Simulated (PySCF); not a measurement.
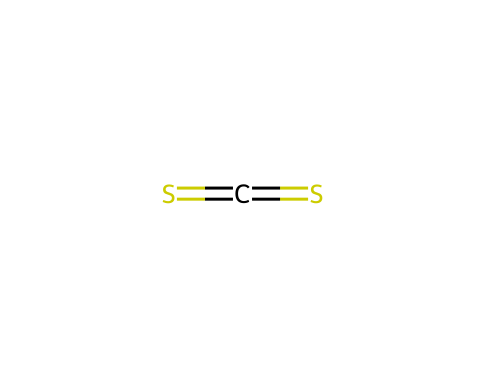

Skeletal drawing of a molecule.

Write the SMILES.

Answer. S=C=S

Give the formula, hydrogens included.

Answer. CS2.

An optimisation with GFN2-xTB gave a structure of which point group?

Answer. D∞h.

The parts below concern this one geometry. Atoms keep their numbers from picture to picture. Computed geometry: GFN2-xTB optimisation. No frequency run is at hand to confirm it as a minimum.

## Charges

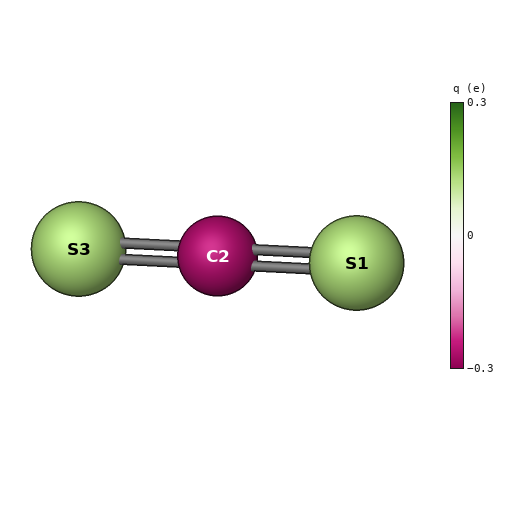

Atoms are coloured by their IAO charges. No frequency run is at hand to confirm it as a minimum. Properties computed with PBE0/pcSseg-1, gas phase (PySCF 2.14.0).

Give the IAO charges atom by atom.

```
atom  value (e)
  S1       0.13
  C2      −0.26
  S3       0.13
```

## Electronic properties

No frequency run is at hand to confirm it as a minimum. Method: PBE0/pcSseg-1, gas phase (PySCF 2.14.0).

Computed properties:

- HOMO energy (Kohn–Sham orbital): −7.93 eV
- LUMO energy (Kohn–Sham orbital): −1.99 eV
- HOMO–LUMO gap: 5.94 eV

## NMR shielding

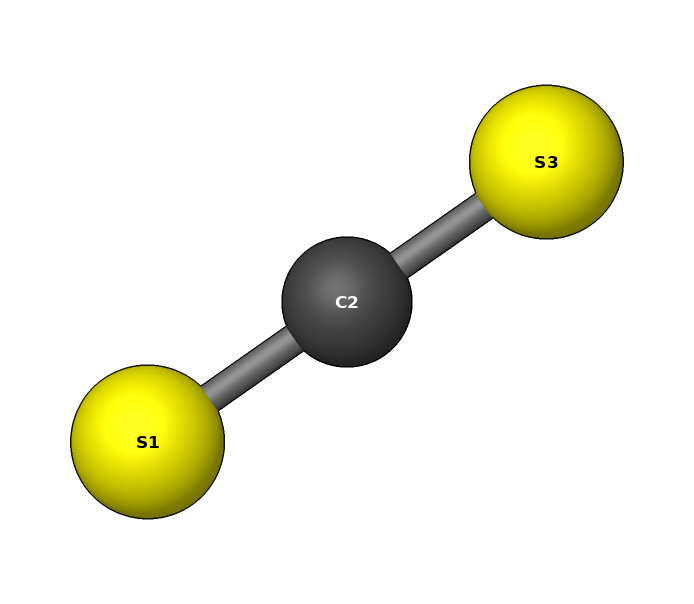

No frequency run is at hand to confirm it as a minimum. Level of theory: GIAO PBE0/pcSseg-1 NMR shielding, non-relativistic, gas phase (PySCF 2.14.0). Principal shieldings σ11 ≤ σ22 ≤ σ33, span Ω = σ33 − σ11, skew κ = 3(σiso − σ22)/Ω.

Give the shielding tensors of the S atoms.

```csv
atom,σ11,σ22,σ33,σiso,Ω,κ
"S1, S3",224.6,224.6,1062.0,503.7,837.4,1.00
```

Shieldings and span in ppm.

## Quadrupole coupling

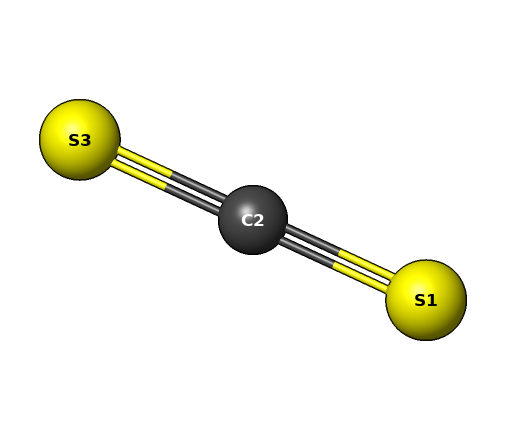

No frequency run is at hand to confirm it as a minimum. Electric field gradients from the ground-state density, PBE0/pcSseg-1 (PySCF 2.14.0), non-relativistic apart from any core potentials.

Give the largest field-gradient component, the quadrupole coupling constant and the asymmetry for 33S at S1 (Q = −67.81 mb).

```tsv
atom	V_zz (a.u.)	e²qQ/h (MHz)	η
S1	1.104	−17.59	0.00
```
